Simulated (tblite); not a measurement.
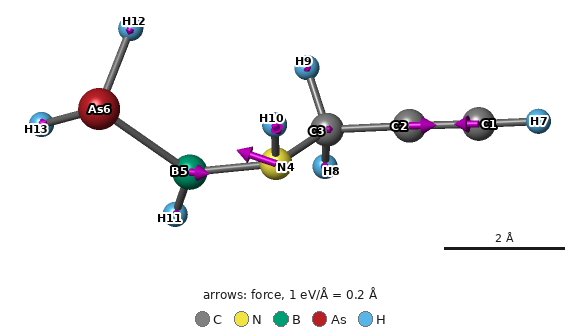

Starting geometry of C₃H₇AsBN with the computed forces as purple arrows. A ball-and-stick model, seen from a free direction.

Level of theory: GFN2-xTB geometry optimisation, gas phase (tblite). 

Is this structure relaxed? If not, where do the atoms go?

Answer. It isn't relaxed: the largest force vector, on N4, is 3.56 eV/Å. The final displacements have little in common with the starting forces (cosine between the two patterns 0.20). The largest move after the best rigid fit is that of H10, 1.29 Å. Largest moves by element: H 1.29 Å, N 1.04 Å, As 0.62 Å, C 0.51 Å, B 0.19 Å. Some distances before and after: N4–B5 1.529 → 1.377 Å, As6–H13 1.554 → 1.505 Å, As6–H12 1.559 → 1.512 Å, N4–H10 1.048 → 1.013 Å. Bond angles that change, for instance: C3–N4–B5 110.9° → 127.6°, B5–N4–H10 106.9° → 120.9°, H12–As6–H13 93.7° → 89.4°. Groups turn about B5–As6 by about 50°. After 103 geometry steps the energy has fallen by 1.040 eV. The run took 1.5 s on 1 thread of Intel(R) Xeon(R) Processor @ 2.50GHz (shared host).
